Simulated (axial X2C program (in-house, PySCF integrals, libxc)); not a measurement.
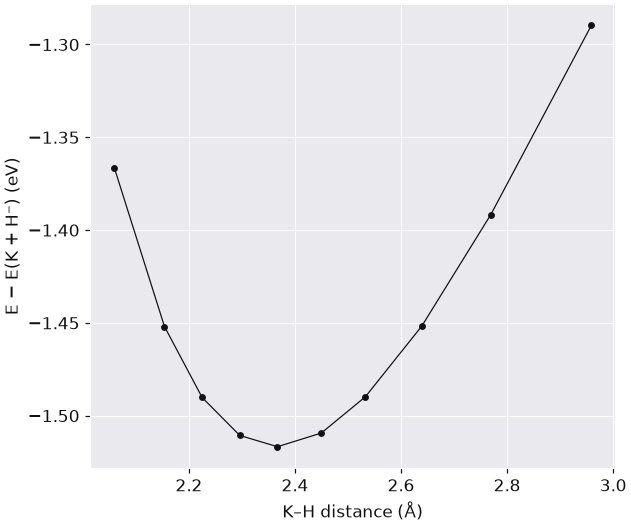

Fig. 1: Energy at 10 bond lengths, for one set of occupations held fixed; the line joins the points. A polynomial of degree 6 through 9 points gives rₑ = 2.366 Å, ωₑ = 797.1 cm⁻¹, ωₑxₑ = 18 cm⁻¹ and Bₑ = 3.065 cm⁻¹. The minimum lies 1.52 eV below K + H⁻, each computed as one determinant at the same level.

**Run report: KH⁻, relativistic diatomic calculation**

KH⁻, single determinant with Ω = 1/2. Computed at this level: PBE0, two-component X2C with atomic mean-field Coulomb and Gaunt terms, K dyall-acv3z, H dyall-av3z (cores contracted) (axial X2C program (in-house, PySCF integrals, libxc)).

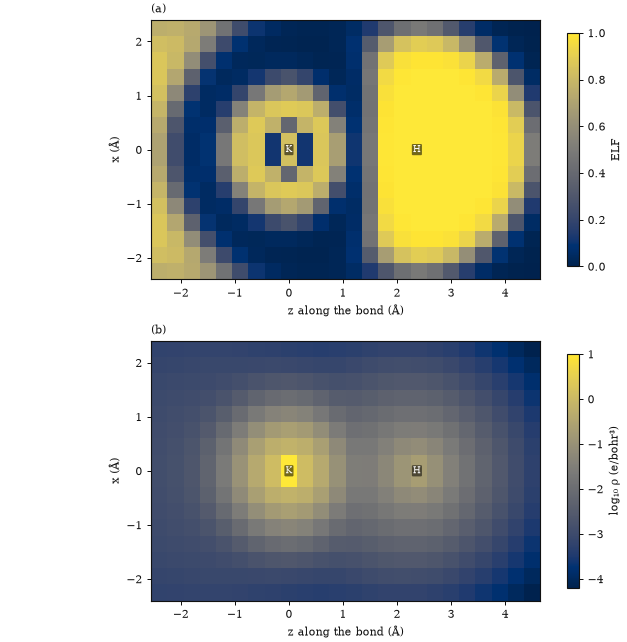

Fig. 2: (a) electron localisation function; (b) electron density on a logarithmic scale, in a plane that holds the axis, at 2.37 Å, on points 0.3 Å apart (one half computed, the other mirrored); the structure near the nuclei is finer than these points.

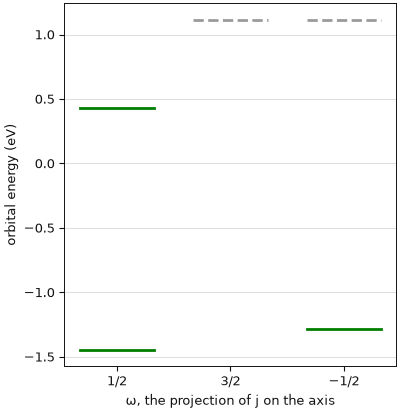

Fig. 3: Orbital energies near the frontier at 2.37 Å, filled (solid) and empty (dashed). The highest filled spinor (1/2; 53 % K s, 42 % K p) lies at 0.43 eV, the lowest empty one (−1/2; 100 % K p) at 1.11 eV. A filled level above zero is held only by the finite basis .

Input and output of the run follow.

### Input file
```
{"zs": [19, 1], "q": -1, "bas": ["dyall-acv3z", "dyall-av3z"], "levels": ["PBE0", "HF", "LDA"], "cc": true, "r0": 2.28, "thr": -2.0, "nmax": 90, "npts": 10, "nst": 2, "ntry": 6}
```

The line is the task of a batch: nuclear charges, charge, bases, the levels to run, a first guess of the distance and further settings. This report covers PBE0 with spin-orbit coupling. The log is that of the reference distance 2.367 Å, started from orbitals converged before.

The run was one of a batch that the task file lists, launched with:
```bash
python <driver script> task.json out
```

### Log
```
two-component X2C + atomic mean field  PBE0
basis functions 133  fitting functions 528  grid points 5065
iter        total energy     max residual
   1       -602.534388783     9.94e-06
   2       -602.534388785     7.92e-06
converged
one-electron -838.96715173  Coulomb 266.21959884  exact exchange -8.31842223  xc functional -25.60251328  nuclear repulsion 4.24772582  atomic mean-field constant -0.11362621
```

### The points of the curve

| R (Å) | E (hartree) | dipole (D; origin at the first atom, positive when the second is positive) | highest filled (eV) | lowest empty (eV) |
| --- | --- | --- | --- | --- |
| 2.059 | −602.528862 | 6.52 | 0.45 | 1.07 |
| 2.154 | −602.532010 | 5.58 | 0.45 | 1.08 |
| 2.225 | −602.533414 | 4.89 | 0.44 | 1.09 |
| 2.296 | −602.534166 | 4.22 | 0.43 | 1.10 |
| 2.367 | −602.534389 | 3.56 | 0.43 | 1.11 |
| 2.450 | −602.534118 | 2.79 | 0.42 | 1.12 |
| 2.533 | −602.533401 | 2.05 | 0.40 | 1.13 |
| 2.639 | −602.532000 | 1.11 | 0.39 | 1.14 |
| 2.769 | −602.529791 | −0.02 | 0.36 | 1.16 |
| 2.959 | −602.526047 | −1.59 | 0.32 | 1.18 |

### Results in brief

```
                 quantity                                                                 value
                  outcome                             converged; a filled level lies above zero
           bond length rₑ                                                               2.366 Å
                       ωₑ                                                            797.1 cm⁻¹
    energy at the minimum                                                    −602.53439 hartree
depth below the fragments                                                               1.52 eV
                 hardware  1 thread of Arm Neoverse V1, 24 GiB of memory available, shared host
                wall time                                                                 2.8 s
```

### Notes

The highest filled level (PBE0, up to 0.45 eV) lies above zero. That is common for anions, where the functional's self-interaction leaves the outer electrons unbound; only the finite basis holds them, so such levels depend on it.
